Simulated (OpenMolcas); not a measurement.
## O²⁺: multiconfigurational calculation

- system: O²⁺.
- method: state-averaged SS-CASPT2, IPEA shift 0, imaginary shift 0.1 hartree, closed shells 1s 2s correlated, active space 2 electrons in the shell 2p, basis ANO-RCC-VQZP, DKH2 scalar Hamiltonian, spin-orbit coupling by RASSI with atomic mean-field integrals (OpenMolcas)

### Input
```
&GATEWAY
Coord
1

O 0.0 0.0 0.0
Basis=ANO-RCC-VQZP
Group=XYZ
NoMove
AngMom=0.0 0.0 0.0
AMFI
&SEWARD
&RASSCF
FileOrb=start.orb
Symmetry=1
Spin=3
nActEl=2 0 0
Inactive=2 0
Ras2=0 3
CIRoot=3 3 1
SDav=3
CIMx=300
Iter=120 100
PrWF=0.3
OrbListing=Nothing
MaxOrb=0
Atom
>>> COPY $Project.JobIph JOB001
&RASSCF
FileOrb=start.orb
Symmetry=1
Spin=1
nActEl=2 0 0
Inactive=2 0
Ras2=0 3
CIRoot=6 6 1
SDav=6
CIMx=300
Iter=120 100
PrWF=0.3
OrbListing=Nothing
MaxOrb=0
Atom
>>> COPY $Project.JobIph JOB002
&RASSI
NrOfJobIphs=2 3 6
1 2 3
1 2 3 4 5 6
IphNames
JOB001
JOB002
EJob
SpinOrbit
DIPRint=1.0
SOCoupling=1000.0
Subsets=2
MEES
Property=10
'ANGMOM' 1 'ANGMOM' 2 'ANGMOM' 3 'MLTPL  1' 1 'MLTPL  1' 2 'MLTPL  1' 3
'AMFI' 1 'AMFI' 2 'AMFI' 3 'MLTPL  2' 6
SOProperty=3
'ANGMOM' 1 'ANGMOM' 2 'ANGMOM' 3
>>> COPY JOB001 $Project.JobIph
&CASPT2
Multistate=3 1 2 3
Frozen=0 0
IPEA=0.0
Imaginary=0.1
MaxIter=60
WThr=0.0 0.3 0.05
PrWF=0.5
NoMix
>>> COPY JOB002 $Project.JobIph
&CASPT2
Multistate=6 1 2 3 4 5 6
Frozen=0 0
IPEA=0.0
Imaginary=0.1
MaxIter=60
WThr=0.0 0.3 0.05
PrWF=0.5
NoMix
```

The file start.orb holds starting orbitals from an earlier step. A driver script formed the levels outside the program, from RASSI's spin-orbit matrix and the CASPT2 energies (for multi-state variants, the effective Hamiltonian), averaged over the components of each term or state. The log and the time are those of the CASPT2 step.

### Log (extracts)
```
--- CASPT2 ---
Orbital specifications:
      -----------------------

      Symmetry species                           1   2
                                                ag  au
      Frozen orbitals                            0   0
      Inactive orbitals                          2   0
      Active orbitals                            0   3
      Secondary orbitals                        27  23
      Deleted orbitals                           0   0
      Number of basis functions                 29  26
Type of calculation                        MS-CASPT2
      Fock operator                              state-specific
      IPEA shift                                 0.00
      Real shift                                 0.00
      Imaginary shift                            0.10
      The input orbitals will be transformed to quasi-canonical
Reference energy:         -73.1525867082
      E2 (Non-variational):      -0.1043502503
      Shift correction:          -0.0000550920
      E2 (Variational):          -0.1044053423
      Total energy:             -73.2569920505
      Residual norm:              0.0000001984
      Reference weight:           0.98016
      Contributions to the CASPT2 correlation energy
      Active & Virtual Only:         -0.0089860646
      One Inactive Excited:          -0.0650104056
      Two Inactive Excited:          -0.0303537801
Reference energy:         -73.1525867082
      E2 (Non-variational):      -0.1043502503
      Shift correction:          -0.0000550920
      E2 (Variational):          -0.1044053423
      Total energy:             -73.2569920505
      Residual norm:              0.0000001984
      Reference weight:           0.98016
      Contributions to the CASPT2 correlation energy
      Active & Virtual Only:         -0.0089860646
      One Inactive Excited:          -0.0650104056
      Two Inactive Excited:          -0.0303537801
::    CASPT2 Root  1     Total energy:    -73.25699205
::    CASPT2 Root  2     Total energy:    -73.25699205
::    CASPT2 Root  3     Total energy:    -73.25699205
::    MS-CASPT2 Root  1     Total energy:    -73.25699205
::    MS-CASPT2 Root  2     Total energy:    -73.25699205
::    MS-CASPT2 Root  3     Total energy:    -73.25699205
--- CASPT2 ---
Orbital specifications:
      -----------------------

      Symmetry species                           1   2
                                                ag  au
      Frozen orbitals                            0   0
      Inactive orbitals                          2   0
      Active orbitals                            0   3
      Secondary orbitals                        27  23
      Deleted orbitals                           0   0
      Number of basis functions                 29  26
Type of calculation                        MS-CASPT2
      Fock operator                              state-specific
      IPEA shift                                 0.00
      Real shift                                 0.00
      Imaginary shift                            0.10
      The input orbitals will be transformed to quasi-canonical
Reference energy:         -73.0494815290
      E2 (Non-variational):      -0.1140861050
      Shift correction:          -0.0000572063
      E2 (Variational):          -0.1141433113
      Total energy:             -73.1636248403
      Residual norm:              0.0000000985
      Reference weight:           0.97879
      Contributions to the CASPT2 correlation energy
      Active & Virtual Only:         -0.0185130487
      One Inactive Excited:          -0.0649946220
      Two Inactive Excited:          -0.0305784343
Reference energy:         -73.0494815290
      E2 (Non-variational):      -0.1141211860
      Shift correction:          -0.0000576356
      E2 (Variational):          -0.1141788216
      Total energy:             -73.1636603506
      Residual norm:              0.0000000987
      Reference weight:           0.97874
      Contributions to the CASPT2 correlation energy
      Active & Virtual Only:         -0.0185136903
      One Inactive Excited:          -0.0649814960
      Two Inactive Excited:          -0.0306259998
::    CASPT2 Root  1     Total energy:    -73.16362484
::    CASPT2 Root  2     Total energy:    -73.16366035
::    CASPT2 Root  3     Total energy:    -73.16367515
::    CASPT2 Root  4     Total energy:    -73.16362476
::    CASPT2 Root  5     Total energy:    -73.16374635
::    CASPT2 Root  6     Total energy:    -73.04676447
::    MS-CASPT2 Root  1     Total energy:    -73.16381730
::    MS-CASPT2 Root  2     Total energy:    -73.16371548
::    MS-CASPT2 Root  3     Total energy:    -73.16362552
::    MS-CASPT2 Root  4     Total energy:    -73.16362429
::    MS-CASPT2 Root  5     Total energy:    -73.16359580
::    MS-CASPT2 Root  6     Total energy:    -73.04671752
```

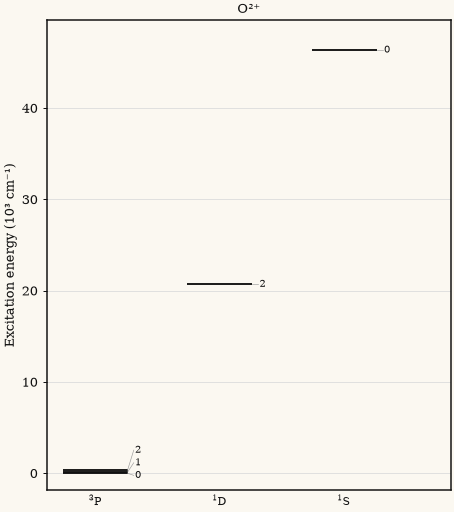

Fig. 1: Level diagram of O²⁺. The lowest level is 2p² ³P₀. The first excited level, 2p² ³P₁, lies at 111 cm⁻¹. The ground term spreads over 328 cm⁻¹ in the order J = 0, 1, 2, a normal multiplet. All levels drawn have even parity, so no electric dipole line joins them. The leading LS term holds 100 % of a level on average. Spin-orbit coupling puts the ground level 220 cm⁻¹ below the lowest spin-free term.

| Configuration | Level | E (cm⁻¹) | Landé g |
| --- | --- | --- | --- |
| 2p² | ³P₀ | 0 | – |
| 2p² | ³P₁ | 111 | 1.501 |
| 2p² | ³P₂ | 328 | 1.501 |
| 2p² | ¹D₂ | 20,700 | 1.000 |
| 2p² | ¹S₀ | 46,360 | – |

### Summary

| quantity | value |
| --- | --- |
| outcome | converged |
| lowest level | 2p² ³P₀ |
| first excited level | 2p² ³P₁, 111 cm⁻¹ (measured: 113) |
| energy of the lowest spin-free term | −73.25699 hartree |
| energy of the lowest spin-orbit level | −73.25800 hartree |
| CASPT2 correlation energy | −0.1044 hartree |
| largest spread among components of a term | 26.7 cm⁻¹ |
| lowest reference weight | 0.961 |
| hardware | 1 CPU thread, shared host |
| wall time | 1.3 s |

### Remarks

The run is of multi-state type; this report uses its single-state energies. Limits: closed s shell leaves the highest p terms too high; only configurations of the active space are included.
